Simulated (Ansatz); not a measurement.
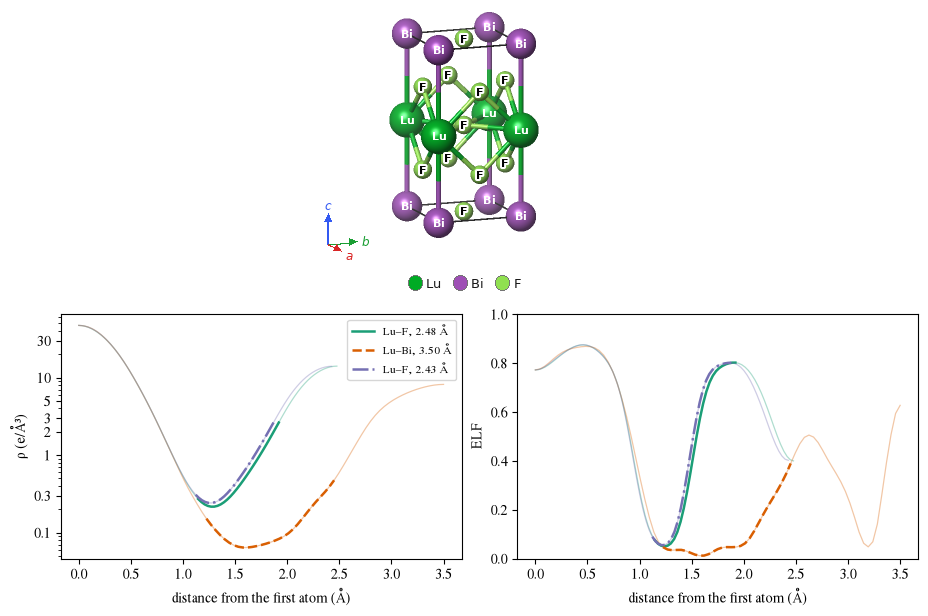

Figure 1: LuBiF6. Valence pseudo-density and ELF along straight lines between neighbouring atoms. Thin, pale parts lie inside the atomic spheres. The structure is drawn too.

Space group P4/mmm; a structure from a database of computed crystals, not necessarily the ambient phase; started from the TiAlNi6-123 prototype, which need not be the ambient phase.

The calculation used DFT, r2SCAN+rVV10, plane waves, PAW (Ansatz).

The density is the valence pseudo-density of a PAW calculation; it isn't the true density close to the nuclei.

Question: What can be read from the curves?

Answer: Lu–F (2.48 Å): ρ at the midpoint is about 0.22 e/Å³; the ELF is about 0.05 at the midpoint: no localised pair shows between them.
Lu–Bi (3.50 Å): ρ at the midpoint is about 0.07 e/Å³; the ELF is about 0.05 at the midpoint (no shared electron pair shows on this line).
Lu–F (2.43 Å): ρ is about 0.25 e/Å³ halfway; the ELF is about 0.05 at the midpoint; no shared electron pair shows on this line.
